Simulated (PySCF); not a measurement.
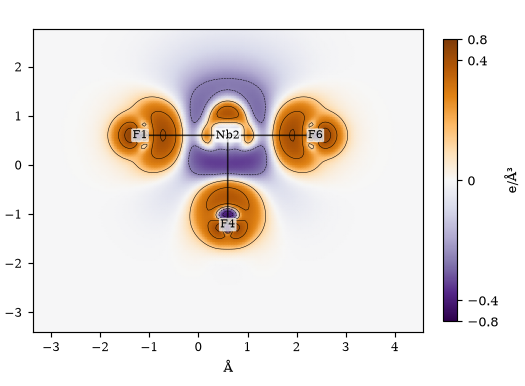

Figure 1: F$_{5}$Nb, SMILES `F[Nb](F)(F)(F)F`. Deformation density (molecule less spherical, spin-averaged free atoms) in the plane of F1, Nb2, F4 and F6; colour scale in e/Å³, logarithmic beyond ±0.1; orange: gain, purple: loss.

PySCF calculation, r2SCAN/def2-TZVP, gas phase; geometry: GFN2-xTB. Core potentials replace the inner electrons of Nb; spin–orbit coupling isn't included. This is a single-reference result, which may miss multireference character in this system. No frequency check shows the geometry to be a minimum. GFN2-xTB bond lengths at metals and heavier atoms can be off by up to 0.1 Å and shapes distorted, which carries into these values.

The calculation's input:

```python
import numpy as np
from pyscf import gto, scf, dft
from pyscf.scf import atom_ks, atom_hf
from scipy.linalg import block_diag

def solve(mol, dm0=None, hcore=None):
    mf = (dft.UKS if mol.spin else dft.RKS)(mol, xc='r2scan')
    mf.grids.level = 3
    mf = mf.density_fit(auxbasis='def2-universal-jkfit')
    mf.conv_tol, mf.max_cycle = 1e-8, 80
    if hcore is not None:
        mf.get_hcore = lambda *args: hcore
    mf.kernel(dm0)
    if not mf.converged:
        mf = mf.newton().run(mf.mo_coeff, mf.mo_occ, max_cycle=30)
    assert mf.converged, 'SCF not converged'
    return mf

mol = gto.M(atom='''
F      1.78529    -0.00020    -0.00140
Nb    -0.00011    -0.00005    -0.00004
F     -0.00059    -1.75524    -0.47296
F     -0.00093     1.28735    -1.28351
F      0.00207     0.46804     1.75659
F     -1.78534     0.00025     0.00146
''', basis='def2-tzvp', ecp={'Nb': 'def2-tzvp'}, charge=0, spin=0, verbose=4)
mf = solve(mol)
mf.analyze()
# spherically averaged free atoms, for the promolecule
atom_ks.AtomSphAverageRKS.init_guess_by_vsap = lambda self, mol=None: self.init_guess_by_minao(mol)  # core potentials
atm = atom_ks.get_atm_nrks(mol, xc='r2scan')
pro = block_diag(*[(atm[a[0]][2] * atm[a[0]][3]) @ atm[a[0]][2].T for a in mol._atom])
np.savez('result.npz', e=mf.e_tot, c=mf.mo_coeff, occ=mf.mo_occ, eps=mf.mo_energy, pro=pro, dip=mf.dip_moment(verbose=0), s2=mf.spin_square()[0])
```

Launched as:

```sh
OMP_NUM_THREADS=1 python input.py
```

The run took 54 s on 1 thread of Arm Neoverse V1 (shared host), peak memory 0.72 GiB.

Partitions, critical points and surface values were worked out afterwards from this run's density.

**Describe the bonding that the map shows.**

Nb2–F4: +0.09 e/Å³ at the bond critical point (bond length 1.82 Å, Mayer order 0.9); up to 0.6 Å beside the axis the gain reaches +0.29 e/Å³. Nb2–F6 and F1–Nb2: +0.08 e/Å³ at the bond critical point (bond length 1.78 Å, Mayer order 0.9); up to 0.6 Å beside the axis the gain reaches +0.32 e/Å³. In all, 1.5 electrons gather in the regions of gain relative to the promolecule. A small or negative value marks a very polar bond, one between electron-rich atoms, whose free-atom densities already overlap strongly, a long bond to a heavier atom, or a closed-shell contact such as a hydrogen bond.
